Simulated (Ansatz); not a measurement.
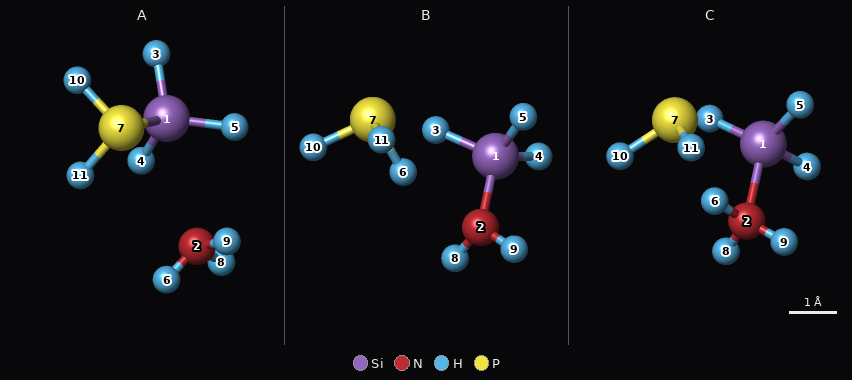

Three geometries of SiPNH8: a saddle point and the two relaxed ends that it joins, in shuffled order. Style: ball-and-stick. Shown from a free direction. Sticks join atoms that are closer than about 1.2 times the sum of their covalent radii (a little more with hydrogen).

Stationary points at PBE0-D4/def2-TZVP, single-point energies with CCSD(T)/CBS, SPW92 (LDA), BHLYP-D4, PBE0-D4 (def2-TZVPP where no basis is named; Ansatz 0.2.0). The energies are electronic, without zero-point or thermal terms, and both ends are the relaxed geometries reached downhill from the saddle, with any fragments still in contact. CCSD(T)/CBS stands for a frozen-core estimate: MP2 correlation extrapolated from def2-TZVPP and def2-QZVPP, CCSD(T) minus MP2 from the smaller set.

Question: Identify the saddle point and describe the reaction.

Answer: Frame C is the saddle point. Counted by bonded pieces, B holds PH₃ + SiH₅N and A holds NH₃ + SiPH₅. From B over the saddle to A, bonds form: Si1–P7 (4.13 → 2.96 → 2.26 Å), N2–H6 (2.74 → 1.11 → 1.01 Å). Bonds break: Si1–N2 (1.72 → 1.86 → 3.04 Å), H6–P7 (1.42 → 2.07 → 3.49 Å). The saddle has one imaginary mode, 386i cm⁻¹. The end B keeps a soft imaginary mode of 27i cm⁻¹, so it isn't quite a minimum. With CCSD(T)/CBS the barrier is 166.5 kJ/mol from B and 151.9 kJ/mol from A, and A lies 14.6 kJ/mol above B.

| level | barrier from B (kJ/mol) | barrier from A (kJ/mol) | A less B (kJ/mol) |
| --- | --- | --- | --- |
| CCSD(T)/CBS | 166.5 | 151.9 | 14.6 |
| SPW92 (LDA) | 105.3 | 105.6 | −0.3 |
| BHLYP-D4 | 179.4 | 160.0 | 19.4 |
| PBE0-D4 | 144.8 | 140.8 | 4.0 |

Against CCSD(T)/CBS, BHLYP-D4 comes closest on the barrier from B (+12.9 kJ/mol) and SPW92 (LDA) misses most (−61.2 kJ/mol).

Limits of the set-up: the start holds two separate molecules, 2.7 Å apart at their closest, whose relative position is a soft coordinate.
